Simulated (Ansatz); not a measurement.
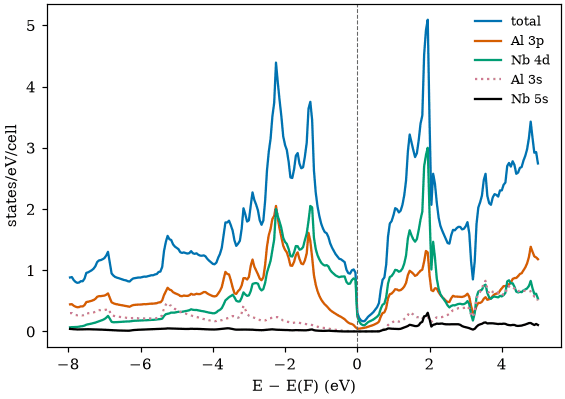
Total and projected density of states of NbAl₃ in space group I4/mmm (No. 139; Al on 2b, Al on 4d, Nb on 2a), the program Ansatz at the r²SCAN level (PAW)

Q: Which orbitals carry the states next to the Fermi level?

A: Within 0.5 eV of the Fermi level: Nb 4d 78 %, Al 3p 19 %. Projections are on Löwdin-orthogonalised atomic valence shells; empty p or d shells of many metals are not among them.

Q: Where is the tallest occupied peak in this window, and what makes it?

A: Near -2.2 eV, about 4.4 states/eV per cell; the largest projected share is Al 3p.

The first step of the workflow began from a Materials Project structure, measured or hypothetical; the Crystallography Open Database copy checked does not list it. With Al and Nb taken as one species the cell has the higher symmetry I4/mmm, so it may be an ordered model of a mixed-site phase. Whether it is the stable phase at ambient conditions was not checked. Symmetry was held in the r²SCAN relaxation; of distortions, only those at the zone centre were tested. No spin polarisation was allowed. Spin–orbit coupling is left out wherever it is not named.

Potentials: the later of the program's two PAW sets.
